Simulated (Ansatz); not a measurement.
**SiH3Br (SMILES [SiH3]Br) at PBE0/def2-TZVP**

What is the electronic atomisation energy of SiH3Br at PBE0/def2-TZVP? 

The calculation is run with Ansatz 0.2.0.

54 further runs of the same task are left out: 1 that didn't finish, 53 set aside as unsound or not needed.

**1. Starting point**

SiH3Br has 5 atoms, charge 0, and is taken as a singlet. SMILES: `[SiH3]Br`. The coordinates come from a PBE0-D4/def2-TZVP relaxation.

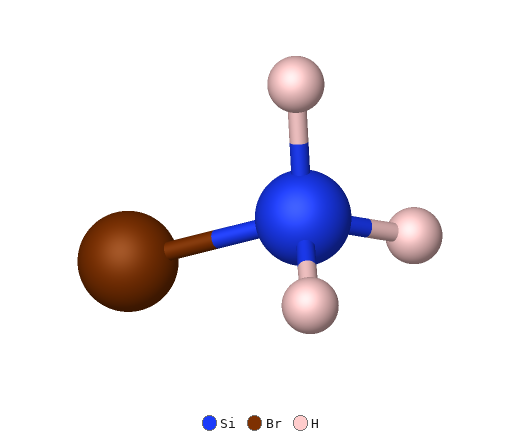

Viewed from a chosen angle; silicon blue, bromine brown, hydrogen pink.

**2. A single-point energy at PBE0/def2-TZVP**

The input, input.yaml:

```yaml
crystal:
  periodic: [false, false, false]
  atoms:
    - {symbol: Si, position_ang: [-0.147420, 0.056100, -0.043220]}
    - {symbol: Br, position_ang: [1.853020, -0.705130, 0.543250]}
    - {symbol: H, position_ang: [-1.064550, -0.105170, 1.107850]}
    - {symbol: H, position_ang: [-0.625550, -0.731350, -1.202270]}
    - {symbol: H, position_ang: [-0.015510, 1.485560, -0.405610]}
basis:
  gaussian: {orbitals: def2-TZVP}
hamiltonian: {xc: pbe0}
accuracy: high
output: {orbitals: {seedname: orbitals}}
```

On the command line:

```console
$ ansatz run input.yaml --threads 1 --pin off --max-ram 3480MiB --events-out events.jsonl --progress --plain --runs-dir runs
```

The program printed:

```text
Warning: RAYON_NUM_THREADS=1 ignored (pool sized by the plan → 1); use --threads N
Functional definition: PBE0
  name "PBE0"
  parameter a = 0.25
  parameter kappa = 0.804
  parameter beta = 0.06672455060314922
  exchange = (1 - a)*pbe_x(kappa = kappa, mu = beta*pi^2/3) + a*exact_x
  correlation = pbe_c(beta = beta)
1659 factors; integrals over basis functions are off by at most 4.6e-9 eV
mean field evaluation 1: about -77962.2570 eV, gradient 9.3e0 eV
mean field evaluation 2: about -77962.4526 eV, gradient 3.8e0 eV
mean field evaluation 4: about -77962.4963 eV, gradient 2.5e-1 eV
mean field evaluation 8: about -77962.5715 eV, gradient 2.9e-2 eV
mean field evaluation 16: about -77962.5715 eV, gradient 2.7e-6 eV
mean field -77962.57151917 eV, -2865.0716584004 hartree, gradient 6.2e-8 eV, S^2 0.000000; 0 other end points of the search recorded, 0 dependent functions left out
reference -77962.57152157 eV, -2865.0716584886 hartree; 26, 26 occupied and 77, 77 virtual orbitals, 1659 factors
Total energy: -77962.57152157 eV, -2865.0716584886 hartree
```

It took 6.3 s on 1 thread of Arm Neoverse V2, shared host; peak memory 0.3 GiB.

**3. The Br atom at the same level**

The input, input.yaml:

```yaml
crystal:
  periodic: [false, false, false]
  atoms:
    - {symbol: Br, position_ang: [0.000000, 0.000000, 0.000000]}
basis:
  gaussian:
    orbitals: def2-TZVP
magnetization:
  spin_polarized: true
  initial_magnetization: 1
hamiltonian:
  xc: pbe0
accuracy: high
```

On the command line:

```console
$ ansatz run input.yaml --threads 1 --pin off --max-ram 3480MiB --events-out events.jsonl --progress --plain --runs-dir runs
```

The program printed (excerpt; [...] marks lines left out):

```text
Warning: RAYON_NUM_THREADS=1 ignored (pool sized by the plan → 1); use --threads N
[... 7 set-up lines as earlier in the session ...]
469 factors; integrals over basis functions are off by at most 4.4e-9 eV
mean field evaluation 1: about -70036.8862 eV, gradient 5.0e0 eV
mean field evaluation 2: about -70036.9823 eV, gradient 1.7e0 eV
mean field evaluation 4: about -70036.9866 eV, gradient 5.4e-1 eV
mean field evaluation 8: about -70036.9895 eV, gradient 1.3e-3 eV
mean field evaluation 16: about -70036.9896 eV, gradient 1.1e-7 eV
mean field -70036.98955219 eV, -2573.8118932663 hartree, gradient 1.2e-8 eV, S^2 0.753172; 0 other end points of the search recorded, 0 dependent functions left out
reference -70036.98955345 eV, -2573.8118933129 hartree; 18, 17 occupied and 30, 31 virtual orbitals, 469 factors
Total energy: -70036.98955345 eV, -2573.8118933129 hartree
```

Run time: 1.8 s. Hardware: 1 thread of Arm Neoverse V2, shared host; peak memory 0.11 GiB.

**4. The H atom**

The input, molecule.yaml:

```yaml
crystal:
  periodic: [false, false, false]
  atoms:
    - symbol: H
      position_ang: [0.000000, 0.000000, 0.000000]
basis:
  gaussian: {orbitals: def2-TZVP}
magnetization: {spin_polarized: true, initial_magnetization: 1}
hamiltonian: {xc: pbe0}
accuracy: high
```

Run the same way, it converges to -0.50104 Eh (log not shown).

**5. The Si atom, same level**

The input, job.yaml:

```yaml
crystal:
  periodic: [false, false, false]
  atoms:
    - {symbol: Si, position_ang: [0.000000, 0.000000, 0.000000]}
basis:
  gaussian:
    orbitals: def2-TZVP
magnetization:
  spin_polarized: true
  initial_magnetization: 2
hamiltonian:
  xc: {name: PBE0}
accuracy: high
```

On the command line:

```console
$ ansatz run job.yaml --threads 1 --pin off --max-ram 3480MiB --events-out events.jsonl --progress --plain --runs-dir runs
```

The program printed (excerpt; [...] marks lines left out):

```text
Warning: RAYON_NUM_THREADS=1 ignored (pool sized by the plan → 1); use --threads N
[... 7 set-up lines as earlier in the session ...]
365 factors; integrals over basis functions are off by at most 3.6e-9 eV
mean field evaluation 1: about -7870.8056 eV, gradient 2.6e0 eV
mean field evaluation 2: about -7870.8729 eV, gradient 9.8e-1 eV
mean field evaluation 4: about -7870.8775 eV, gradient 3.7e-1 eV
mean field evaluation 8: about -7870.8783 eV, gradient 1.8e-3 eV
mean field evaluation 16: about -7870.8783 eV, gradient 6.5e-9 eV
mean field -7870.87826184 eV, -289.2494410496 hartree, gradient 2.8e-8 eV, S^2 2.005625; 0 other end points of the search recorded, 0 dependent functions left out
reference -7870.87826344 eV, -289.2494411085 hartree; 8, 6 occupied and 29, 31 virtual orbitals, 365 factors
Total energy: -7870.87826344 eV, -289.2494411085 hartree
```

Wall time 0.82 s (1 thread of Arm Neoverse V2, shared host).

**6. What came out**

Level: PBE0/def2-TZVP.

```
                     quantity           value
       molecule: total energy  -2865.07166 Eh
        molecule: HOMO energy        -8.48 eV
        molecule: LUMO energy        -0.35 eV
      molecule: HOMO–LUMO gap         8.13 eV
        Br atom: total energy  -2573.81189 Eh
                Br atom: ⟨S²⟩           0.753
         H atom: total energy     -0.50104 Eh
                 H atom: ⟨S²⟩           0.750
        Si atom: total energy   -289.24944 Eh
                Si atom: ⟨S²⟩           2.006
electronic atomisation energy       13.802 eV
```

In words: Taking the molecule apart into free atoms costs 13.80 eV (318 kcal/mol), before zero-point energy and without spin-orbit coupling.
